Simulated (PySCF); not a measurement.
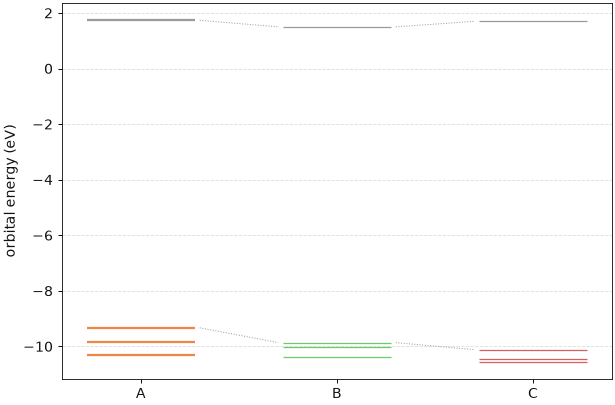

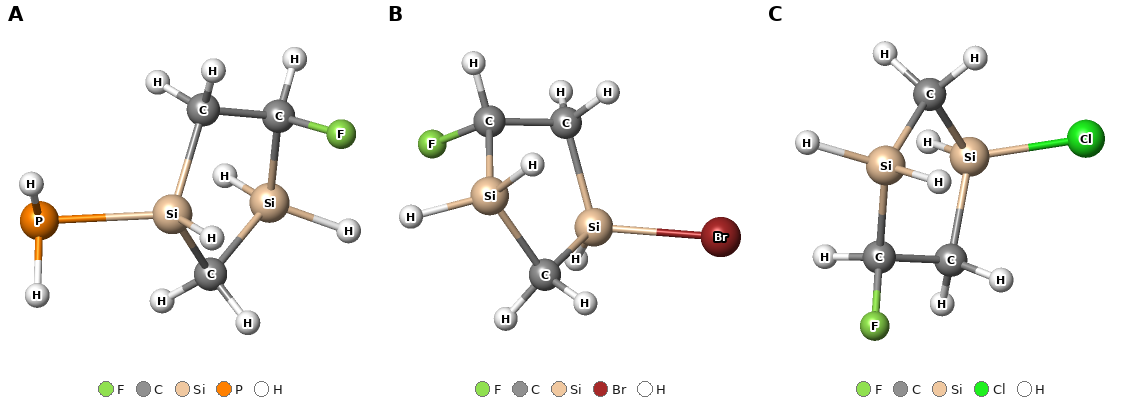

Related molecules: A is C₃H₁₀FPSi₂, SMILES F[C@@H]1C[Si@@H](P)C[SiH2]1; B is C₃H₈BrFSi₂, SMILES F[C@@H]1C[Si@@H](Br)C[SiH2]1; C is C₃H₈ClFSi₂, SMILES F[C@@H]1C[Si@H](Cl)C[SiH2]1. Frontier orbital energies, ωB97X-D/def2-SVPD, PySCF 2.14.0, at a GFN2-xTB geometry (no frequency check); drawn are at most three filled levels and, in grey, the LUMO with any level within 0.03 eV of it; dotted lines join the HOMOs and the LUMOs.

Q: What does the change do to the frontier levels?

A: From A to B the HOMO falls by 0.53 eV and the LUMO falls by 0.24 eV, so the separation goes from 11.07 to 11.36 eV. From A to C the HOMO falls by 0.79 eV and the LUMO hardly moves, so the separation goes from 11.07 to 11.81 eV.

Limits of at least one run: empty levels above zero depend strongly on the basis; one conformer of a flexible molecule; spin-orbit coupling is left out, and with Br it can shift these levels and split any degenerate set; the tight-binding geometry is rougher than a DFT one and adds to the error.
